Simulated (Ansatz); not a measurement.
# C2H7AlO (SMILES C[CH2][AlH][OH]) at B3LYP/6-31G(d) (Cartesian functions)

Aim: the energy change on altering one bond length of C2H7AlO at B3LYP/6-31G* (Cartesian functions), from 2 runs. 

The calculation is run with Ansatz 0.2.0.

61 further runs of the same task are left out: 61 set aside as unsound or not needed.

### Step 1. The system as given

C2H7AlO has 11 atoms, charge 0, and is taken as a singlet. SMILES: `C[CH2][AlH][OH]`. The coordinates come from a PBE0-D4/def2-TZVP relaxation. This is one conformer, not always the lowest.

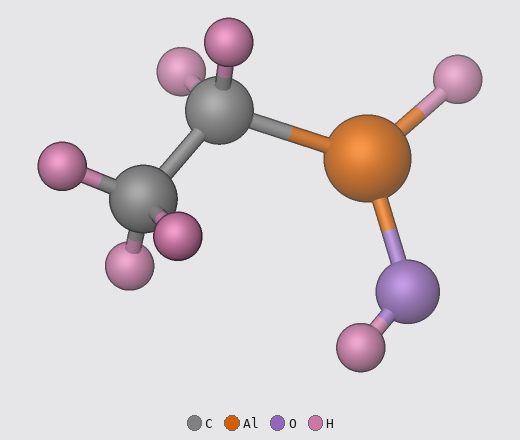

Viewed from a chosen angle; carbon grey, aluminium orange, oxygen purple, hydrogen pink.

### Step 2. A single-point energy at B3LYP/6-31G(d) (Cartesian functions)

in.yaml reads:

```yaml
crystal:
  periodic: [false, false, false]
  atoms:
    - {symbol: C, position_ang: [-1.111600, 0.829400, 0.106400]}
    - {symbol: C, position_ang: [0.175900, 0.388000, 0.802000]}
    - {symbol: Al, position_ang: [1.254500, -0.947900, -0.137800]}
    - {symbol: O, position_ang: [0.762600, -1.576800, -1.639300]}
    - {symbol: H, position_ang: [-1.791000, -0.011900, -0.058700]}
    - {symbol: H, position_ang: [-1.662600, 1.575000, 0.687600]}
    - {symbol: H, position_ang: [-0.910600, 1.273300, -0.872900]}
    - {symbol: H, position_ang: [-0.049300, -0.010000, 1.800700]}
    - {symbol: H, position_ang: [0.818800, 1.256800, 0.997900]}
    - {symbol: H, position_ang: [2.622300, -1.522700, 0.412400]}
    - {symbol: H, position_ang: [-0.043800, -1.310100, -2.077800]}
basis:
  gaussian:
    orbitals: "6-31G*"
hamiltonian:
  xc: {name: B3LYP}
accuracy: high
output:
  orbitals: {seedname: orbitals}
```

On the command line:

```sh
$ ansatz run in.yaml --threads 1 --pin off --max-ram 3480MiB --events-out events.jsonl --progress --plain --runs-dir runs
```

Output:

```text
Warning: RAYON_NUM_THREADS=1 ignored (pool sized by the plan → 1); use --threads N
Functional definition: B3LYP
  name "B3LYP"
  parameter a0 = 0.2
  parameter ax = 0.72
  parameter ac = 0.81
  exchange = (1 - a0 - ax)*slater_x + ax*b88_x + a0*exact_x
  correlation = (1 - ac)*vwn_rpa_c + ac*lyp_c
1816 factors; integrals over basis functions are off by at most 3.7e-9 eV
mean field evaluation 1: about -10822.4629 eV, gradient 7.3e1 eV
mean field evaluation 2: about -10799.9888 eV, gradient 1.2e2 eV
mean field evaluation 4: about -10833.3208 eV, gradient 6.9e0 eV
mean field evaluation 8: about -10833.5742 eV, gradient 2.9e-1 eV
mean field evaluation 16: about -10833.5745 eV, gradient 1.1e-5 eV
mean field -10833.57445918 eV, -398.1265181145 hartree, gradient 2.3e-8 eV, S^2 0.000000; 0 other end points of the search recorded, 0 dependent functions left out
reference -10833.57450204 eV, -398.1265196894 hartree; 20, 20 occupied and 58, 58 virtual orbitals, 1816 factors
Total energy: -10833.57450204 eV, -398.1265196894 hartree
```

It took 6.6 s on 1 thread of Arm Neoverse V2, shared host; peak memory 0.25 GiB.

### Step 3. The distorted shape at the same level

input.yaml reads:

```yaml
basis:
  gaussian:
    orbitals: "6-31G*"
crystal:
  periodic: [false, false, false]
  atoms:
    - symbol: C
      position_ang: [-1.497879, 0.961830, -0.102296]
    - symbol: C
      position_ang: [0.175900, 0.388000, 0.802000]
    - symbol: Al
      position_ang: [1.254500, -0.947900, -0.137800]
    - symbol: O
      position_ang: [0.762600, -1.576800, -1.639300]
    - symbol: H
      position_ang: [-2.177279, 0.120530, -0.267396]
    - symbol: H
      position_ang: [-2.048879, 1.707430, 0.478904]
    - symbol: H
      position_ang: [-1.296879, 1.405730, -1.081596]
    - symbol: H
      position_ang: [-0.049300, -0.010000, 1.800700]
    - symbol: H
      position_ang: [0.818800, 1.256800, 0.997900]
    - symbol: H
      position_ang: [2.622300, -1.522700, 0.412400]
    - symbol: H
      position_ang: [-0.043800, -1.310100, -2.077800]
total_charge: 0
hamiltonian:
  xc: {name: B3LYP}
accuracy: high
output: {orbitals: {seedname: orbitals}}
```

On the command line:

```sh
$ ansatz run input.yaml --threads 1 --pin off --max-ram 3480MiB --events-out events.jsonl --progress --plain --runs-dir runs
```

Output (excerpt; [...] marks lines left out):

```text
Warning: RAYON_NUM_THREADS=1 ignored (pool sized by the plan → 1); use --threads N
[... 7 set-up lines as earlier in the session ...]
1799 factors; integrals over basis functions are off by at most 3.5e-9 eV
mean field evaluation 1: about -10822.5379 eV, gradient 6.9e1 eV
mean field evaluation 2: about -10801.2540 eV, gradient 1.2e2 eV
mean field evaluation 4: about -10831.9600 eV, gradient 6.6e0 eV
mean field evaluation 8: about -10832.2062 eV, gradient 1.1e0 eV
mean field evaluation 16: about -10832.2095 eV, gradient 1.8e-5 eV
mean field -10832.20954292 eV, -398.0763583669 hartree, gradient 5.7e-8 eV, S^2 0.000000; 0 other end points of the search recorded, 0 dependent functions left out
reference -10832.20958644 eV, -398.0763599662 hartree; 20, 20 occupied and 58, 58 virtual orbitals, 1799 factors
Total energy: -10832.20958644 eV, -398.0763599662 hartree
```

Run time: 6.9 s. Hardware: 1 thread of Arm Neoverse V2, shared host; peak memory 0.25 GiB.

### Step 4. Outcome

Level: B3LYP/6-31G* (Cartesian functions).

| quantity | value |
| --- | --- |
| first shape: total energy | -398.12652 Eh |
| first shape: HOMO energy | -7.11 eV |
| first shape: LUMO energy | -0.47 eV |
| first shape: HOMO–LUMO gap | 6.63 eV |
| distorted shape: total energy | -398.07636 Eh |
| distorted shape: HOMO energy | -7.26 eV |
| distorted shape: LUMO energy | -0.43 eV |
| distorted shape: HOMO–LUMO gap | 6.83 eV |
| energy change with the C1–C2 bond stretched from 1.529 to 1.987 Å | 1.365 eV |

In words: With the C1–C2 bond stretched from 1.529 to 1.987 Å the energy rises by 1.36 eV (31 kcal/mol). The first shape isn't relaxed at this level, so the change isn't measured from a minimum.
